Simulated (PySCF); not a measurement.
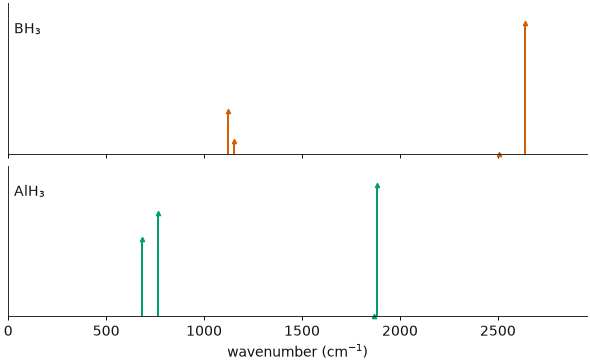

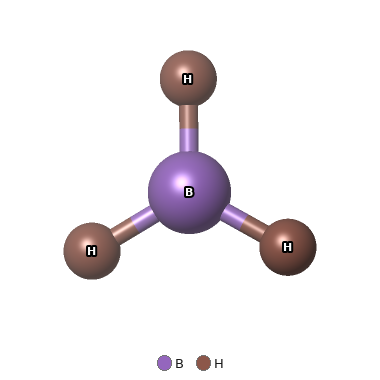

Harmonic infrared lines of BH₃ and AlH₃, all D3h singlets, each the lowest point that its search found (BH₃ is drawn); the central atom changes down one group of the periodic table. PBE/def2-TZVP, PySCF 2.14.0, unscaled, no spin-orbit coupling; each panel is scaled to its strongest line, degenerate modes are one line with their intensities summed, and dots on the axis are modes too weak to show or inactive.

How do the bond length and the stretches change along the series?

Mean bond length: BH₃ 1.199, AlH₃ 1.596 Å, rising down the group. Highest e' mode: BH₃ 2639, AlH₃ 1884 cm⁻¹, falling down the group.
